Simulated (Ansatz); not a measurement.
# UBCCD(T)/STO-3G run of SnH3O (SMILES [OH][SnH2])

Aim: the vertical doublet–quartet gap of SnH3O at UBCCD(T)/STO-3G, from 2 runs. 

The calculation is run with Ansatz 0.2.0.

58 further runs of the same task are left out: 7 that didn't finish, 51 set aside as unsound or not needed.

### 1 The structure to begin with

SnH3O has 5 atoms, charge 0, and is taken as a doublet. As SMILES, `[OH][SnH2]`. The coordinates come from a PBE0-D4/def2-TZVP relaxation. This is one conformer, not always the lowest.

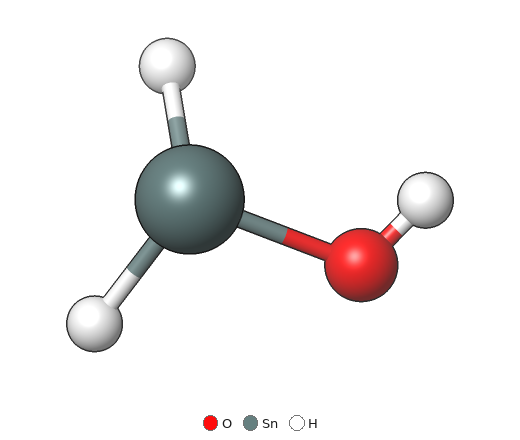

The structure, seen from a chosen angle (oxygen red, tin teal, hydrogen white).

### 2 The energy at UBCCD(T)/STO-3G

File input.yaml:

```yaml
crystal:
  periodic: [false, false, false]
  atoms:
    - symbol: O
      position_ang: [0.707400, -0.732900, 0.861900]
    - symbol: Sn
      position_ang: [0.104500, 0.308800, -0.705500]
    - symbol: H
      position_ang: [0.368600, -1.631300, 0.873200]
    - symbol: H
      position_ang: [-1.606800, 0.061300, -0.845900]
    - symbol: H
      position_ang: [0.476300, 1.920400, -0.224900]
basis:
  gaussian:
    orbitals: STO-3G
magnetization:
  spin_polarized: true
  initial_magnetization: 1
correlation:
  method: bccd_t
  frozen_orbitals: {H: 0, O: 1, Sn: 18}
accuracy: high
scf:
  omitted_lower_state_checks: [cluster_reference, increment]
```

The run is started by

```sh
ansatz run input.yaml --threads 1 --pin off --max-ram 2610MiB --events-out events.jsonl --progress --plain --runs-dir runs
```

The program printed, cut to the lines that bear on the results:

```text
Warning: RAYON_NUM_THREADS=1 ignored (pool sized by the plan → 1); use --threads N
Functional definition: HF
  name "HF"
[...]
640 factors; integrals over basis functions are off by at most 4.8e-9 eV
[...]
mean field -164325.07451197 eV, -6038.8351047790 hartree, gradient 3.1e-8 eV, S^2 0.753010; 0 other end points of the search recorded, 0 dependent functions left out
19 core orbitals not correlated: weight in the atoms' cores, before any rotation towards them, 1.000 or more for the frozen orbitals, at most 0.000 for the correlated occupied ones
reference -164325.07451197 eV, -6038.8351047790 hartree; 12, 11 occupied and 4, 5 virtual orbitals, 640 factors
second order -1.82891619 eV of doubles, -0.00000000 eV of singles
cycle   1  -2.23197161 eV  change   -4.0e-1 eV  update   7.8e-2
[...]
cycle  25  -2.49293995 eV  change  -2.5e-10 eV  update   1.4e-9
perturbative correction -0.08213250 eV, -0.0030183137 hartree
Total energy: -164327.64958443 eV, -6038.9297369463 hartree
Checks for a lower state left out: cluster_reference, increment
```

Wall time 1 s (1 thread of Arm Neoverse V2, shared host); peak memory 0.11 GiB.

### 3 The quartet at the same level

File run.yaml:

```yaml
basis:
  gaussian: {orbitals: STO-3G}
crystal:
  periodic: [false, false, false]
  atoms:
    - {symbol: O, position_ang: [0.707400, -0.732900, 0.861900]}
    - {symbol: Sn, position_ang: [0.104500, 0.308800, -0.705500]}
    - {symbol: H, position_ang: [0.368600, -1.631300, 0.873200]}
    - {symbol: H, position_ang: [-1.606800, 0.061300, -0.845900]}
    - {symbol: H, position_ang: [0.476300, 1.920400, -0.224900]}
total_charge: 0
magnetization: {spin_polarized: true, initial_magnetization: 3}
correlation: {method: bccd_t, frozen_orbitals: {H: 0, O: 1, Sn: 18}}
accuracy: high
scf: {omitted_lower_state_checks: [cluster_reference, increment]}
```

The run is started by

```sh
ansatz run run.yaml --threads 1 --pin off --max-ram 2610MiB --events-out events.jsonl --progress --plain --runs-dir runs
```

The program printed:

```text
Warning: RAYON_NUM_THREADS=1 ignored (pool sized by the plan → 1); use --threads N
[... 12 lines left out ...]
19 core orbitals not correlated: weight in the atoms' cores, before any rotation towards them, 1.000 or more for the frozen orbitals, at most 0.000 for the correlated occupied ones
[... 40 lines left out ...]
Total energy: -164320.84493623 eV, -6038.6796707374 hartree
Checks for a lower state left out: cluster_reference, increment
```

Wall time 1.4 s (1 thread of Arm Neoverse V2, shared host); peak memory 0.12 GiB.

### 4 What came out

Level: UBCCD(T)/STO-3G, 19 core orbitals frozen.

| quantity | value |
| --- | --- |
| doublet: total energy | -6038.92974 Eh |
| doublet: correlation energy (19 core orbitals frozen) | -94.6 mEh |
| doublet: (T) correction | -3.02 mEh |
| doublet: ⟨S²⟩ of the reference determinant | 0.753 |
| quartet: total energy | -6038.67967 Eh |
| quartet: correlation energy (19 core orbitals frozen) | -65.5 mEh |
| quartet: (T) correction | -0.47 mEh |
| quartet: ⟨S²⟩ of the reference determinant | 3.766 |
| vertical energy of the quartet above the doublet | 6.805 eV |

At this shape the quartet lies 6.80 eV (157 kcal/mol) above the doublet. In a minimal basis such a difference can be off by several eV, whatever the method. The triples (doublet) make up 3.2 % of the correlation energy. Relativity is left out (doublet) although the molecule holds a heavy atom. The triples (quartet) make up 0.7 % of the correlation energy. Relativity is left out (quartet) although the molecule holds a heavy atom.
